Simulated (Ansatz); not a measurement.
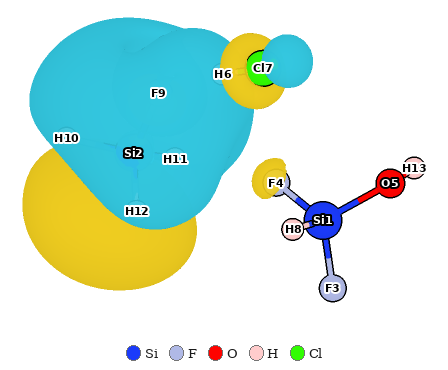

Figure. F$_{2}$H$_{2}$OSi···FH$_{3}$Si···HCl. The LUMO at ±0.06 Å⁻³ᐟ² (yellow and cyan are the two phases), seen at a tilt.

The reactant side of a reaction path; geometry: PBE0-D4/def2-TZVP.

Level of theory: RKS PBE0-D4/def2-TZVPP (Ansatz).

```yaml
atoms:
  - { symbol: Si, position_ang: [-0.7899, 1.3931, -1.2915] }
  - { symbol: Si, position_ang: [1.0239, -2.3609, 0.5471] }
  - { symbol: F, position_ang: [-1.2519, 0.8785, -2.7184] }
  - { symbol: F, position_ang: [-0.7194, 0.0747, -0.4026] }
  - { symbol: O, position_ang: [-1.8418, 2.4518, -0.6851] }
  - { symbol: H, position_ang: [0.8569, 0.6854, 1.9721] }
  - { symbol: Cl, position_ang: [0.7872, 1.9696, 1.9986] }
  - { symbol: H, position_ang: [0.5268, 2.0157, -1.4001] }
  - { symbol: F, position_ang: [1.0459, -1.2645, 1.7302] }
  - { symbol: H, position_ang: [1.8499, -3.5004, 1.0095] }
  - { symbol: H, position_ang: [-0.3760, -2.7802, 0.3269] }
  - { symbol: H, position_ang: [1.6122, -1.7460, -0.6624] }
  - { symbol: H, position_ang: [-2.7235, 2.1833, -0.4241] }
```

### Where does this orbital lie, and at what energy?

It lies mainly on Si2 (about 60 %), F9 (about 10 %), H10 (about 5 %), H12 (about 5 %) and H11 (about 5 %). Its energy is −0.37 eV.
